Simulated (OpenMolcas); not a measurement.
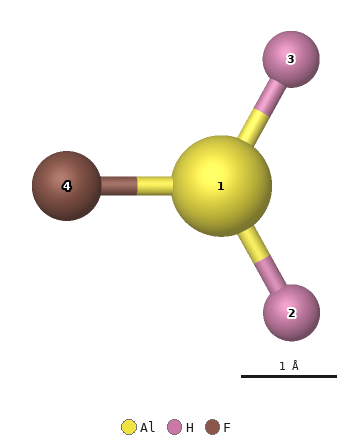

*The structure as given in the input (ball-and-stick view, seen on its broad side; atoms are numbered from 1 in the order of the input). Sticks mark near contacts.*

**Single-point calculation, with input and output: AlH2F**

- system: AlH2F, SMILES [H][Al]([H])[F]
- method: CASSCF/STO-3G (OpenMolcas 26.06)

The geometry comes from this level: GFN2-xTB.

### Input
```
&GATEWAY
  BasLib=$CurrDir
  Coord=input.xyz
  Basis=STO-3G
  Group=NoSym

&SEWARD

&RASSCF
  FileOrb=$CurrDir/step1.ScfOrb
  Spin=1
  Nactel=2 0 0
  Inactive=11
  Ras2=2
  OrbListing=Nothing
```

### File input.xyz
```
4

Al     0.019600     0.032680     0.000940
H      1.546910    -0.017870     0.014080
H     -0.738990     1.358820    -0.019420
F     -0.827520    -1.373630     0.004400
```

Run on 1 thread of Arm Neoverse V1, 24 GiB of memory available, shared host.

Launch command:
```bash
export MOLCAS_MEM=1860
pymolcas step2.inp > step2.log
```

### Output
```
--- Start Module: gateway ---

                                              &GATEWAY

                       available to each process: 1.9 GB of memory, 1 thread

 Basis Set     1 Label: AL.STO-3G
 Basis set is read from library:.
 basistype.tbl is not found

 Basis Set     2 Label: H.STO-3G
 Basis set is read from library:.
 basistype.tbl is not found

 Basis Set     3 Label: F.STO-3G
 Basis set is read from library:.
 basistype.tbl is not found

++    Symmetry information:
      ---------------------

                    Character Table for C1

                             E
                    a        1  x, y, xy, Rz, z, xz, Ry, yz, Rx, I
--

++    Basis set information:
      ----------------------

      Basis set label: AL.STO-3G.........

      Electronic valence basis set:
      ------------------
      Associated Effective Charge  13.000000 au
      Associated Actual Charge     13.000000 au
      Nuclear Model: Point charge

      Shell  nPrim  nBasis  Cartesian Spherical Contaminant
         s       9       3        X
         p       6       2        X

      Basis set label: H.STO-3G.........

      Electronic valence basis set:
      ------------------
      Associated Effective Charge   1.000000 au
      Associated Actual Charge      1.000000 au
      Nuclear Model: Point charge

      Shell  nPrim  nBasis  Cartesian Spherical Contaminant
         s       3       1        X

      Basis set label: F.STO-3G.........

      Electronic valence basis set:
      ------------------
      Associated Effective Charge   9.000000 au
      Associated Actual Charge      9.000000 au
      Nuclear Model: Point charge

      Shell  nPrim  nBasis  Cartesian Spherical Contaminant
         s       6       2        X
         p       3       1        X
--

++    Molecular structure info:
      -------------------------

                    ************************************************
                    **** Cartesian Coordinates / bohr, angstrom ****
                    ************************************************

     Center  Label                x              y              z                     x              y              z
        1      AL1              0.037039       0.061756       0.001776              0.019600       0.032680       0.000940
        2      H2               2.923236      -0.033769       0.026607              1.546910      -0.017870       0.014080
        3      H3              -1.396489       2.567798      -0.036698             -0.738990       1.358820      -0.019420
        4      F4              -1.563786      -2.595784       0.008315             -0.827520      -1.373630       0.004400

                    ***************************************
                    *    InterNuclear Distances / bohr    *
                    ***************************************

               1 AL1           2 H2            3 H3            4 F4
    1 AL1      0.000000
    2 H2       2.887885        0.000000
    3 H3       2.887339        5.043033        0.000000
    4 F4       3.102452        5.166975        5.166488        0.000000

                    *******************************************
                    *    InterNuclear Distances / angstrom    *
                    *******************************************

               1 AL1           2 H2            3 H3            4 F4
    1 AL1      0.000000
    2 H2       1.528203        0.000000
    3 H3       1.527914        2.668658        0.000000
    4 F4       1.641747        2.734245        2.733988        0.000000

                    **************************************
                    *    Valence Bond Angles / degree    *
                    **************************************
                          Atom centers                 Phi
                      2 H2       1 AL1      3 H3       121.67
--

            Nuclear Potential Energy             50.39821356 au

--- Stop Module: gateway /rc=_RC_ALL_IS_WELL_ ---

--- Start Module: seward ---

                                              &SEWARD

                       available to each process: 1.9 GB of memory, 1 thread

               SEWARD will generate:
                  Multipole Moment integrals up to order  2
                  Kinetic Energy integrals
                  Nuclear Attraction integrals (point charge)
                  One-Electron Hamiltonian integrals
                  Velocity integrals
                  Orbital angular momentum around ( -0.5661  -0.9396   0.0041 )
                  Velocity quadrupole around ( -0.5661  -0.9396   0.0041 )
                  Two-Electron Repulsion integrals

                   Integrals are discarded if absolute value <: 1.00E-14
                   Integral cutoff threshold is set to       <: 1.00E-16

            Nuclear Potential Energy             50.39821356 au

      Basis set specifications :
      Symmetry species         a
      Basis functions           16

--- Stop Module: seward /rc=_RC_ALL_IS_WELL_ ---

--- Start Module: rasscf ---

                                              &RASSCF

                       available to each process: 1.9 GB of memory, 1 thread

      Header of the ONEINT file:
      --------------------------

      OrdInt status: non-squared

      Cartesian coordinates in angstrom:
      -----------------------------------------------------
      No.  Label        X            Y            Z
      -----------------------------------------------------
       1   AL1        0.01960000   0.03268000   0.00094000
       2   H2         1.54691000  -0.01787000   0.01408000
       3   H3        -0.73899000   1.35882000  -0.01942000
       4   F4        -0.82752000  -1.37363000   0.00440000
      -----------------------------------------------------
      Nuclear repulsion energy =   50.39821356

++    Wave function specifications:
      -----------------------------

      Number of closed shell electrons          22
      Number of electrons in active shells       2
      Max number of holes in RAS1 space          0
      Max nr of electrons in RAS3 space          0
      Number of inactive orbitals               11
      Number of active orbitals                  2
      Number of secondary orbitals               3
      Spin quantum number                      0.0
      State symmetry                             1
--

++    Orbital specifications:
      -----------------------

      Symmetry species                           1
                                                 a
      Frozen orbitals                            0
      Inactive orbitals                         11
      Active orbitals                            2
      RAS1 orbitals                              0
      RAS2 orbitals                              2
      RAS3 orbitals                              0
      Secondary orbitals                         3
      Deleted orbitals                           0
      Number of basis functions                 16
--

++    CI expansion specifications:
      ----------------------------

      Number of CSFs                             3
      Number of spin combinations                3
      Number of determinants                     4
      Number of root(s) required                 1
      Root chosen for geometry opt.              1
      CI root used                               1

      highest root included in the CI            1
      max. size of the explicit Hamiltonian      3
--

++    Optimization specifications:
      ----------------------------

      RASSCF algorithm: Conventional
      Maximum number of macro iterations       200
      Maximum number of SX iterations          100
      Threshold for RASSCF energy            1.000E-08
      Threshold for max MO rotation          1.000E-01
      Threshold for max BLB element          1.000E-04
      Level shift parameter                  5.000E-01
      Make Quasi-Newton update
--

      The MO-coefficients are taken from the file:
      step1.ScfOrb
      Title: SCF orbitals

      Total molecular charge    0.00

      ************************************************************************************************************************
      *                                            Wave function control section                                             *
      ************************************************************************************************************************

                                         RASSCF iterations: Energy and convergence statistics
                                         ----------------------------------------------------

          iter iter root      energy       change     param      element    value   shift minimum  type update hh:mm:ss
 Nr of preliminary CI iterations:   1
        1   1    6    1  -338.23429845    0.00E+00  -1.50E-01*  12  16 1  1.30E-04*  0.00   0.00    SX    NO    0:00:00
        2   1    6    1  -338.23431481   -1.64E-05*  1.26E-01*  12  16 1  6.31E-05   0.00   0.00    SX    NO    0:00:00
        3   1    6    1  -338.23433089   -1.61E-05* -1.57E-01*  13  14 1  6.92E-05   0.00   0.00    SX    NO    0:00:00
        4   1    6    1  -338.23443120   -1.00E-04* -5.36E-01*   8  13 1 -4.34E-04*  0.00   0.00    SX    NO    0:00:00
        5   1    6    1  -338.23737399   -2.94E-03* -4.03E-01*   8  13 1 -6.31E-03*  0.00   0.00    SX    NO    0:00:00
        6   1    6    1  -338.24135795   -3.98E-03*  2.43E-01*  12  16 1 -8.50E-03*  0.00   1.45    QN   YES    0:00:00
        7   1    6    1  -338.24218170   -8.24E-04* -2.79E-02    8  14 1  2.30E-03*  0.00   0.88    QN   YES    0:00:00
        8   1    5    1  -338.24222054   -3.88E-05* -2.55E-02   12  16 1 -8.69E-04*  0.00   1.57    QN   YES    0:00:00
        9   1    6    1  -338.24228388   -6.33E-05* -3.37E-02    8  14 1 -1.20E-03*  0.00   2.50    LS   YES    0:00:00
       10   1    6    1  -338.24239556   -1.12E-04* -4.30E-02    8  14 1 -3.62E-03*  0.00   2.50    LS   YES    0:00:00
       11   1    7    1  -338.24257645   -1.81E-04*  8.63E-02    8  14 1 -6.69E-03*  0.00   2.50    QN   YES    0:00:00
       12   1   10    1  -338.24209659    4.80E-04*  6.33E-02    8  14 1 -1.50E-02*  0.00  -0.33    SX   YES    0:00:00
       13   1    9    1  -338.24345324   -1.36E-03*  2.61E-01*  11  14 1  7.68E-03*  0.00   2.50    QN   YES    0:00:00
       14   1    8    1  -338.24783653   -4.38E-03*  1.05E-01*   8  14 1  1.32E-02*  0.00   1.14    QN   YES    0:00:00
       15   1    8    1  -338.24843552   -5.99E-04* -3.80E-02    8  14 1  1.72E-02*  0.00   0.95    QN   YES    0:00:00
       16   1    8    1  -338.24915223   -7.17E-04* -4.33E-02    8  14 1  1.27E-02*  0.00   2.28    LS   YES    0:00:00
       17   1    7    1  -338.24948433   -3.32E-04*  1.17E-02    8  14 1  7.83E-03*  0.00   1.13    QN   YES    0:00:00
       18   1    7    1  -338.24969322   -2.09E-04*  1.26E-02   12  14 1  4.07E-03*  0.00   2.14    LS   YES    0:00:00
       19   1    7    1  -338.24977526   -8.20E-05*  1.25E-02   12  14 1  3.81E-03*  0.00   1.05    QN   YES    0:00:00
       20   1    6    1  -338.24981568   -4.04E-05*  7.77E-03   12  14 1  1.46E-03*  0.00   1.63    LS   YES    0:00:00
       21   1    6    1  -338.24982284   -7.16E-06*  4.72E-03    6  13 1 -8.76E-04*  0.00   1.02    QN   YES    0:00:00
       22   1    6    1  -338.24982519   -2.34E-06*  6.73E-04    8  14 1  2.42E-04*  0.00   1.15    QN   YES    0:00:00
       23   1    5    1  -338.24982545   -2.66E-07* -2.04E-04   10  15 1 -8.71E-05   0.00   1.13    QN   YES    0:00:00
       24   1    4    1  -338.24982548   -2.46E-08*  5.57E-05   10  15 1 -3.33E-05   0.00   1.23    QN   YES    0:00:00
       25   1    4    1  -338.24982548   -2.37E-09   1.05E-05   10  15 1 -8.43E-06   0.00   1.15    QN   YES    0:00:00
      Convergence after 25 iterations
       26   1    4    1  -338.24982548   -1.51E-10   1.05E-05   10  15 1 -1.31E-06   0.00   1.15    QN   YES    0:00:00

      ************************************************************************************************************************
                                                      Wave function printout:
                       occupation of active orbitals, and spin coupling of open shells (u,d: Spin up or down)
      ************************************************************************************************************************

      Note: transformation to natural orbitals
      has been made, which may change the order of the CSFs.

      printout of CI-coefficients larger than  0.05 for root  1
      energy=    -338.249825
      conf/sym  11     Coeff  Weight
             1  20   0.99374 0.98752
             3  02  -0.11169 0.01248

      Natural orbitals and occupation numbers for root  1
      sym 1:   1.975048   0.024952

      ************************************************************************************************************************
      *                                                    Final results                                                     *
      ************************************************************************************************************************

++    Final optimization conditions:
      ------------------------------

      Average CI energy                            -338.24982548
      RASSCF energy for state  1                   -338.24982548
      Super-CI energy                                -0.00000000
      RASSCF energy change                           -0.00000000
      Max change in MO coefficients              -1.198E-05
      Max non-diagonal density matrix element     1.052E-05
      Maximum BLB matrix element                 -1.310E-06
      (orbital pair  10,  15 in symmetry   1)
      Norm of electronic gradient            3.606E-06
--

      Final state energy(ies):
      ------------------------

::    RASSCF root number  1 Total energy:   -338.24982548
      Von Neumann Entropy (Root   1) =  0.09679

      Mulliken population analysis for root number:  1
      -----------------------------------------------

++    Molecular charges:
      ------------------

      Mulliken charges per centre
      ---------------------------

                AL1     H2      H3      F4
      Total   12.0747  1.2560  1.2831  9.3862

      N-E      0.9253 -0.2560 -0.2831 -0.3862

      Total electronic charge=   24.000000

      Total            charge=   -0.000000
--

      Expectation values of various properties for root number:  1
      -----------------------------------------------------------

++    Molecular properties:
      ---------------------

      Charge (e):
                      =   -0.0000
      Dipole Moment (debye):
      Origin of the operator (angstrom)=   -0.2996   -0.4972    0.0022
                   X=  5.0250E-01               Y=  6.0674E-01               Z=  7.4985E-03           Total=  7.8784E-01
      Quadrupole Moment (debye*angstrom):
      Origin of the operator (angstrom)=   -0.2996   -0.4972    0.0022
                  XX= -1.7944E+01              XY= -4.4669E-01              XZ= -5.1077E-02              YY= -1.8843E+01
                  YZ=  6.2259E-02              ZZ= -1.1813E+01
      In traceless form (debye*angstrom)
                  XX= -2.6156E+00              XY= -6.7004E-01              XZ= -7.6616E-02              YY= -3.9645E+00
                  YZ=  9.3388E-02              ZZ=  6.5801E+00
--

      Average orbitals are written to the RASORB file
      Natural orbitals for root   1 are written to the RASORB.1 file
      Spin density orbitals for root   1 are written to the SPDORB.1 file

--- Stop Module: rasscf /rc=_RC_ALL_IS_WELL_ ---

.##################.
.# Happy landing! #.
.##################.

    Timing: Wall=1.74 User=1.32 System=0.41
```

### Results in brief

- outcome: converged
- total energy: −338.249825 hartree
- CASSCF energy: −338.249825 hartree
- basis functions: 16
- wall time: 2 s
- peak memory: 0.37 GiB

### Notes

The record of the run, not the program, notes: an active orbital turned away from the chosen space.
